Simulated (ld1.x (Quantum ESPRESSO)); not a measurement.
**Pseudopotential generation for Cu: TM, PBE**

Task: generate the file, and judge it by its errors in other configurations, its logarithmic derivatives, its ghosts and its cutoff.

The numbers are computed with ld1.x (Quantum ESPRESSO) 7.5 (PBE, scalar-relativistic, spin-unpolarised reference atom).

## 1. Starting point

Typed settings, in words:

```
element                 : copper (Cu, Z = 29)
type                    : norm-conserving Troullier–Martins (Kleinman–Bylander form)
frozen core             : [Ar]
valence charge          : 11
reference configuration : 3d10 4s1 4p0
partial waves           : 4s (bound): rc 2.35 bohr; 4p (bound, empty): rc 4.00 bohr; 4f channel at 0.1 Ry: rc 3.75 bohr; 3d (bound): rc 1.55 bohr
local potential         : the d channel
core correction         : not asked for
```

## 2. The generation run

The input, Cu.in:

```
 &input
   title='Cu', zed=29., rel=1, dft='PBE', iswitch=3,
   config='[Ar] 3d10 4s1 4p0 4f-2',
   nld=4, rlderiv=4.35, eminld=-2.0, emaxld=5.0, deld=0.02
 /
 &inputp
   pseudotype=2, tm=.true., lloc=2,
   nlcc=.false.,
   file_pseudopw='Cu.UPF', file_wfcaegen='ae.wfc', file_wfcncgen='nc.wfc', file_beta='beta', file_chi='chi'
 /
4
4S  1  0   1.00   0.00  2.35  2.35  0.0
4P  2  1   0.00   0.00  4.00  4.00  0.0
4F  4  3  -2.00   0.10  3.75  3.75  0.0
3D  3  2  10.00   0.00  1.55  1.55  0.0
 &test
   configts(1)='3d10 4s1 4p0'
 /
```

Command:

```bash
$ ld1.x < Cu.in > Cu.out
```

The output, Cu.out (without the banner and most projector matrices):

```text
     Program LD1 v.7.5
     --------------------------- All-electron run ----------------------------

     Cu
     scalar relativistic calculation

     atomic number is 29.00
     dft =PBE   lsd =0 sic =0 latt =0  beta=0.20 tr2=1.0E-14
     Exchange-correlation= PBE
                           (   1   4   3   4   0   0   0)
     mesh =1199 r(mesh) = 100.25372 a.u. xmin = -7.00 dx = 0.01250
     1 Ry =  13.60569312 eV, c = 137.03599908

     n l     nl                  e(Ry)          e(Ha)          e(eV)
     1 0     1S 1( 2.00)      -650.5489      -325.2745     -8851.1694
     2 0     2S 1( 2.00)       -78.0904       -39.0452     -1062.4738
     2 1     2P 1( 6.00)       -67.3965       -33.6983      -916.9763
     3 0     3S 1( 2.00)        -8.4305        -4.2153      -114.7030
     3 1     3P 1( 6.00)        -5.3024        -2.6512       -72.1430
     3 2     3D 1(10.00)        -0.3703        -0.1851        -5.0378
     4 0     4S 1( 1.00)        -0.3388        -0.1694        -4.6093
     4 1     4P 1( 0.00)        -0.0512        -0.0256        -0.6967

     final scf error:  5.3E-15 reached in  32 iterations

     Etot =   -3309.701531 Ry,   -1654.850765 Ha,  -45030.783357 eV

     Ekin =    3358.932341 Ry,    1679.466170 Ha,   45700.602648 eV
     Encl =   -7969.314771 Ry,   -3984.657386 Ha, -108428.051175 eV
     Eh   =    1435.751702 Ry,     717.875851 Ha,   19534.397054 eV
     Exc  =    -135.070802 Ry,     -67.535401 Ha,   -1837.731883 eV

     normalization and overlap integrals

     s(1S/1S) =  1.000000  <r> =   0.0521  <r2> =    0.0037  r(max) =   0.0341
     s(2S/2S) =  1.000000  <r> =   0.2352  <r2> =    0.0653  r(max) =   0.1960
     s(2P/2P) =  1.000000  <r> =   0.2064  <r2> =    0.0523  r(max) =   0.1585
     s(3S/3S) =  1.000000  <r> =   0.7119  <r2> =    0.5863  r(max) =   0.6112
     s(3P/3P) =  1.000000  <r> =   0.7494  <r2> =    0.6650  r(max) =   0.6189
     s(3D/3D) =  1.000000  <r> =   1.0474  <r2> =    1.5756  r(max) =   0.6036
     s(4S/4S) =  1.000000  <r> =   2.9362  <r2> =   10.2155  r(max) =   2.2710
     s(4P/4P) =  1.000000  <r> =   5.1791  <r2> =   33.4210  r(max) =   3.6517

     ------------------------ End of All-electron run ------------------------

     --------------------- Generating NC pseudopotential ---------------------

      Generating local pot.: lloc=2, matching radius rcloc =   1.5500

      Wfc   4S  rcut= 2.358  Using Troullier-Martins method

      Wfc   4P  rcut= 3.986  Using Troullier-Martins method

      Wfc   4F  rcut= 3.791  Using Troullier-Martins method

     ------------------- End of pseudopotential generation -------------------

     [... the all-electron block is printed once more ...]


     Computing logarithmic derivative in   4.32310
     Computing logarithmic derivative in   4.32310
     Computing the partial wave expansion
     R is outside the sphere for l=    0 j= 0.00
     R is outside the sphere for l=    1 j= 0.00
       no projector for channel:   2
     R is outside the sphere for l=    3 j= 0.00

     ---------------------- Testing the pseudopotential ----------------------

     Cu
     scalar relativistic calculation

     atomic number is 29.00   valence charge is 11.00
     dft =PBE   lsd =0 sic =0 latt =0  beta=0.20 tr2=1.0E-14
     mesh =1199 r(mesh) = 100.25372 xmin = -7.00 dx = 0.01250

     n l     nl             e AE (Ry)        e PS (Ry)    De AE-PS (Ry)
     3 2     3D   1(10.00)       -0.37027       -0.37027        0.00000
     1 0     4S   1( 1.00)       -0.33878       -0.33878        0.00000
     2 1     4P   1( 0.00)       -0.05121       -0.05121        0.00000

     eps = 8.0E-15  iter = 36

     Etot =   -3309.701531 Ry,   -1654.850765 Ha,  -45030.783357 eV
     Etotps =   -94.398520 Ry,     -47.199260 Ha,   -1284.357289 eV

     Ekin =     129.634020 Ry,      64.817010 Ha,    1763.760693 eV
     Encl =    -304.047911 Ry,    -152.023955 Ha,   -4136.782566 eV
     Ehrt =      94.876913 Ry,      47.438456 Ha,    1290.866156 eV
     Ecxc =     -15.299229 Ry,      -7.649614 Ha,    -208.156611 eV
     Epseu=       0.437687 Ry,       0.218844 Ha,       5.955039 eV

     ---------------------- End of pseudopotential test ----------------------
```

It took 2.9 s on 1 thread of Neoverse-V1, shared host. This counts the later configuration tests of the new file too.

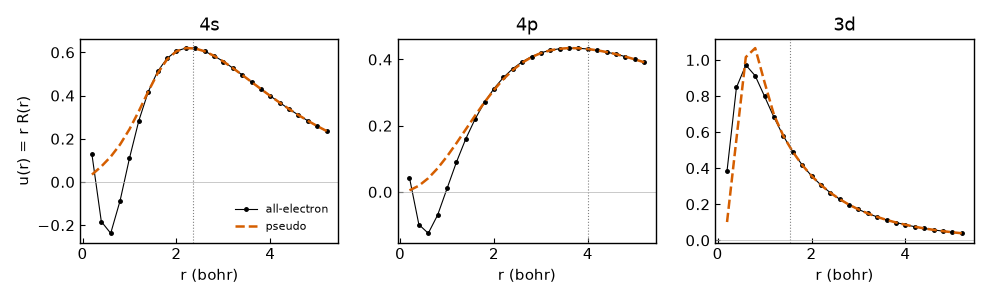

Bound waves of the atom and their pseudo partners (4s, 4p, 3d), with the matching radii dotted. The curves join 26 sampled radii, too few to resolve the innermost nodes.

## 3. Transferability test

The input, Cu.test.in:

```
 &input
   title='Cu', zed=29., rel=1, dft='PBE', iswitch=2,
   config='[Ar] 3d10 4s1 4p0 4f-2'
 /
 &test
   file_pseudo='Cu.UPF', nconf=8,
   configts(1)='3d10 4s1 4p0',
   configts(2)='3d10 4s0 4p0',
   configts(3)='3d9 4s0 4p0',
   configts(4)='3d8 4s0 4p0',
   configts(5)='3d10 4s0 4p1',
   configts(6)='3d9 4s1 4p1',
   configts(7)='3d10 4s0.5 4p0',
   configts(8)='3d9 4s2 4p0'
 /
```

Command:

```bash
$ ld1.x < Cu.test.in > Cu.test.out
```

Cu.test.out, the pseudopotential blocks, each with the warnings that came before it:

```text
     ---------------------- Testing the pseudopotential ----------------------

     Cu
     scalar relativistic calculation

     atomic number is 29.00   valence charge is 11.00
     dft =PBE   lsd =0 sic =0 latt =0  beta=0.20 tr2=1.0E-14
     mesh =1199 r(mesh) = 100.25372 xmin = -7.00 dx = 0.01250

     n l     nl             e AE (Ry)        e PS (Ry)    De AE-PS (Ry)
     3 2     3D   1(10.00)       -0.37027       -0.37027        0.00000
     1 0     4S   1( 1.00)       -0.33878       -0.33878        0.00000
     2 1     4P   1( 0.00)       -0.05121       -0.05121        0.00000

     eps = 3.0E-15  iter = 39

     Etot =   -3309.701531 Ry,   -1654.850765 Ha,  -45030.783357 eV
     Etotps =   -94.398520 Ry,     -47.199260 Ha,   -1284.357291 eV

     Ekin =     129.634020 Ry,      64.817010 Ha,    1763.760693 eV
     Encl =    -304.047911 Ry,    -152.023955 Ha,   -4136.782569 eV
     Ehrt =      94.876913 Ry,      47.438456 Ha,    1290.866158 eV
     Ecxc =     -15.299229 Ry,      -7.649614 Ha,    -208.156611 eV
     Epseu=       0.437687 Ry,       0.218844 Ha,       5.955039 eV

     ---------------------- End of pseudopotential test ----------------------

     ---------------------- Testing the pseudopotential ----------------------

     Cu
     [...]
     n l     nl             e AE (Ry)        e PS (Ry)    De AE-PS (Ry)
     3 2     3D   1(10.00)       -1.00387       -0.99971       -0.00416
     1 0     4S   1( 0.00)       -0.87409       -0.87215       -0.00193
     2 1     4P   1( 0.00)       -0.48142       -0.48138       -0.00004

     eps = 4.5E-15  iter = 31

     Etot =   -3309.102669 Ry,   -1654.551334 Ha,  -45022.635421 eV
     Etotps =   -93.800257 Ry,     -46.900128 Ha,   -1276.217507 eV
     dEtot_ae =       0.598862 Ry
     dEtot_ps =       0.598263 Ry,   Delta E=       0.000599 Ry

     [...]
     ---------------------- End of pseudopotential test ----------------------

     Warning: n=2, l=1 expected 0 nodes, found 1
     ---------------------- Testing the pseudopotential ----------------------

     Cu
     [...]
     n l     nl             e AE (Ry)        e PS (Ry)    De AE-PS (Ry)
     3 2     3D   1( 9.00)       -2.17762       -2.19047        0.01285  !
     1 0     4S   1( 0.00)       -1.64243       -1.63753       -0.00490
     2 1     4P   1( 0.00)       -1.12816       -1.12816        0.00000

     eps = 7.4E-15  iter = 13

     Etot =   -3307.534761 Ry,   -1653.767381 Ha,  -45001.302955 eV
     Etotps =   -92.229691 Ry,     -46.114845 Ha,   -1254.848872 eV
     dEtot_ae =       2.166770 Ry
     dEtot_ps =       2.168829 Ry,   Delta E=      -0.002059 Ry

     [...]
     ---------------------- End of pseudopotential test ----------------------

     Warning: n=1, l=0 expected 0 nodes, found 1
     ---------------------- Testing the pseudopotential ----------------------

     Cu
     [...]
     n l     nl             e AE (Ry)        e PS (Ry)    De AE-PS (Ry)
     3 2     3D   1( 8.00)       -3.59499       -3.64132        0.04634  !
     1 0     4S   1( 0.00)       -2.53770       -2.58768        0.04998  !
     2 1     4P   1( 0.00)       -1.91536       -1.91536        0.00000

     eps = 6.7E-15  iter = 12

     Etot =   -3304.666857 Ry,   -1652.333428 Ha,  -44962.283127 eV
     Etotps =   -89.332771 Ry,     -44.666385 Ha,   -1215.434261 eV
     dEtot_ae =       5.034674 Ry
     dEtot_ps =       5.065749 Ry,   Delta E=      -0.031075 Ry

     [...]
     ---------------------- End of pseudopotential test ----------------------

     Warning: convergence not achieved
     Warning: n=3, l=2 expected 0 nodes, found 1
     ---------------------- Testing the pseudopotential ----------------------

     Cu
     [...]
     n l     nl             e AE (Ry)        e PS (Ry)    De AE-PS (Ry)
     3 2     3D   1(10.00)       -0.52571       -0.00000       -0.52571  !
     1 0     4S   1( 0.00)       -0.44612       -0.44612        0.00000
     2 1     4P   1( 1.00)       -0.12603       -0.16132        0.03529  !

     eps = 5.0E-01  iter =201

     Etot =   -3309.397502 Ry,   -1654.698751 Ha,  -45026.646835 eV
     Etotps =   -29.905130 Ry,     -14.952565 Ha,    -406.880016 eV
     dEtot_ae =       0.304029 Ry
     dEtot_ps =      64.493390 Ry,   Delta E=     -64.189361 Ry

     [...]
     ---------------------- End of pseudopotential test ----------------------

     BEWARE! Errors in PS-KS equations
     ---------------------- Testing the pseudopotential ----------------------

     Cu
     [...]
     n l     nl             e AE (Ry)        e PS (Ry)    De AE-PS (Ry)
     3 2     3D   1( 9.00)       -0.85163       -1.39878        0.54716  !
     1 0     4S   1( 1.00)       -0.52491       -0.99701        0.47210  !
     2 1     4P   1( 1.00)       -0.15499       -0.17239        0.01741  !

     eps = 7.6E-15  iter = 34

     Etot =   -3309.200967 Ry,   -1654.600483 Ha,  -45023.972836 eV
     Etotps =   -93.714638 Ry,     -46.857319 Ha,   -1275.052607 eV
     dEtot_ae =       0.500564 Ry
     dEtot_ps =       0.683882 Ry,   Delta E=      -0.183318 Ry

     [...]
     ---------------------- End of pseudopotential test ----------------------

     ---------------------- Testing the pseudopotential ----------------------

     Cu
     [...]
     n l     nl             e AE (Ry)        e PS (Ry)    De AE-PS (Ry)
     3 2     3D   1(10.00)       -0.67108       -0.66939       -0.00169
     1 0     4S   1( 0.50)       -0.59517       -0.59466       -0.00051
     2 1     4P   1( 0.00)       -0.25132       -0.25141        0.00009

     eps = 2.4E-15  iter = 40

     Etot =   -3309.469123 Ry,   -1654.734561 Ha,  -45027.621283 eV
     Etotps =   -94.166185 Ry,     -47.083093 Ha,   -1281.196216 eV
     dEtot_ae =       0.232408 Ry
     dEtot_ps =       0.232335 Ry,   Delta E=       0.000073 Ry

     [...]
     ---------------------- End of pseudopotential test ----------------------

     ---------------------- Testing the pseudopotential ----------------------

     Cu
     [...]
     n l     nl             e AE (Ry)        e PS (Ry)    De AE-PS (Ry)
     3 2     3D   1( 9.00)       -0.69958       -0.71354        0.01396  !
     1 0     4S   1( 2.00)       -0.42717       -0.42581       -0.00135
     2 1     4P   1( 0.00)       -0.08609       -0.08508       -0.00101

     eps = 7.9E-15  iter = 49

     Etot =   -3309.556741 Ry,   -1654.778371 Ha,  -45028.813395 eV
     Etotps =   -94.246798 Ry,     -47.123399 Ha,   -1282.293009 eV
     dEtot_ae =       0.144790 Ry
     dEtot_ps =       0.151722 Ry,   Delta E=      -0.006932 Ry

     [...]
     ---------------------- End of pseudopotential test ----------------------
```

2 tests gave no usable result (3d10 4s0 4p1; 3d9 4s1 4p1).

Excitation and ionisation energies from 3d10 4s1 4p0, with the error of the potential. A star marks tests that logged a warning.

| valence configuration | charge | ΔE all-electron (eV) | error AE − PS (meV) |
| --- | --- | --- | --- |
| 3d10 4s0 4p0 | +1 | 8.148 | +8.1 |
| 3d9 4s0 4p0 * | +2 | 29.480 | -28 |
| 3d8 4s0 4p0 * | +3 | 68.500 | -423 |
| 3d10 4s0.5 4p0 | +0.5 | 3.162 | +1.0 |
| 3d9 4s2 4p0 | 0 | 1.970 | -94 |

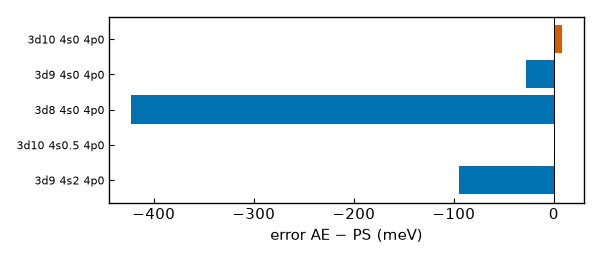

Error of the potential in each test configuration.

## 4. Does it scatter like the atom?

Taken from the files of the generation run. The phase is arctan(r·u′/u) with u = r·R, unwrapped, with energies in Ry. A pole is an energy at which the radial function vanishes at the test radius. The pseudo phase is shifted by a multiple of π to meet the all-electron one at the reference energy. Levels narrower than the energy grid can be missing from the poles. The last column is the largest difference on the grid between −1 and +1 Ry.

| channel | radius (bohr) | reference (Ry) | poles AE | poles PS | energies with phases within 0.05 rad (Ry) | largest difference near zero (rad) |
| --- | --- | --- | --- | --- | --- | --- |
| s | 4.32 | -0.34 | -0.16, 2.10 | -0.16, 2.01, 4.71 | below 0.7 | 0.081 |
| p | 4.32 | -0.05 | 0.38, 2.72 | 0.38, 2.61 | below 1.2 | 0.008 |
| d | 4.32 | -0.37 | -0.37, 1.31, 3.90 | -0.37, 1.34, 4.13 | below 2.0 | 0.031 |
| f | 4.32 | 0.10 | 2.00, 4.68 | 2.01, 4.23 | below 3.2 | 0.002 |

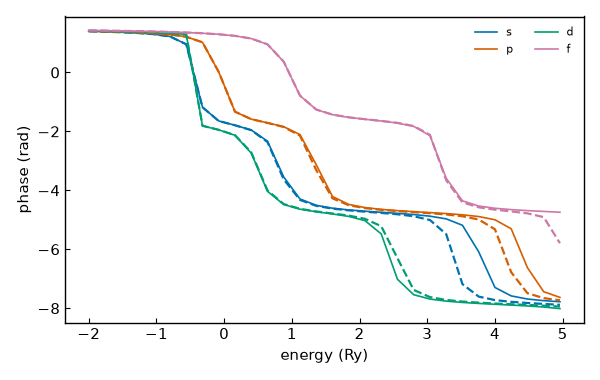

Phases by channel: all-electron solid, pseudo dashed.

## 5. Cutoff and ghost test in a Bessel basis

A separate test, outside the generator: the pseudo-atom's Hamiltonian at the reference potential is diagonalised in spherical Bessel functions j_l(qr) that vanish at 20 bohr, with q² up to the cutoff.

All-electron valence levels (Ry): 4s -0.3388, 4p -0.0512, 3d -0.3703. The lowest levels of each channel (Ry) by cutoff; the last column sums, over occupied levels, occupation times the distance from the level at 400 Ry. A positive value is a state of the box, at any cutoff.

```
cutoff (Ry)      s #1     s #2     p #1     p #2    f #1     d #1  Σ f·Δε (mRy)
          8   -0.3362   0.0082  -0.0511   0.0556  0.1122   0.0631        4336.2
         21   -7.2074  -0.3383  -0.0511   0.0556  0.1122   0.0630        4333.0
         45  -12.3063  -0.3388  -2.4841  -0.0511  0.1122   0.0618        4321.2
         80  -13.3582  -0.3388  -3.7551  -0.0511  0.1122  -0.3157         545.6
        120  -13.3692  -0.3388  -3.8179  -0.0511  0.1122  -0.3697           6.0
        140  -13.3704  -0.3388  -3.8182  -0.0511  0.1122  -0.3699           3.6
        200  -13.3717  -0.3388  -3.8190  -0.0511  0.1122  -0.3702           0.8
        260  -13.3718  -0.3388  -3.8192  -0.0511  0.1122  -0.3703           0.1
        400  -13.3718  -0.3388  -3.8192  -0.0511  0.1122  -0.3703           0.0
```

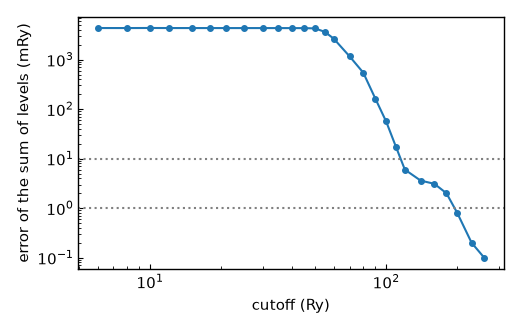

Occupation-weighted error of the valence levels against the cutoff; the dotted lines mark 10 and 1 mRy.

The sum stays within 10 mRy from 120 Ry and within 1 mRy from 200 Ry. The sum leaves out empty levels, which can need more. Ghost test: ghost states, bound below the all-electron valence or empty levels of the same l: s at -181.9 eV, p at -52.0 eV.

## 6. Outcome

```
                                                quantity                                                                         value
               cutoffs for 10 and 1 mRy, occupied levels                                                             120 Ry and 200 Ry
                                            bound ghosts                                               s at -181.93 eV, p at -51.96 eV
                            largest test error (AE − PS)  -423 meV, for 3d8 4s0 4p0 (one of 4 tests with a warning) (2 tests unsolved)
largest phase difference near zero energy, channels read                                                                     0.081 rad
```

It has a bound ghost (s, p), which would be filled ahead of the true valence states and rules the file out. By total energies transferability is poor: the largest error is 423 meV on 68.5 eV, for 3d8 4s0 4p0. Of the tests 2 gave no usable result, which is a warning in itself. By its cutoff, 120 Ry for the looser tolerance, it is hard. The slowest level is 3d: taken alone it needs 120 Ry to come within 1 mRy, against 21 Ry for 4s. Near zero energy the largest phase difference is 0.08 rad, in the s channel.
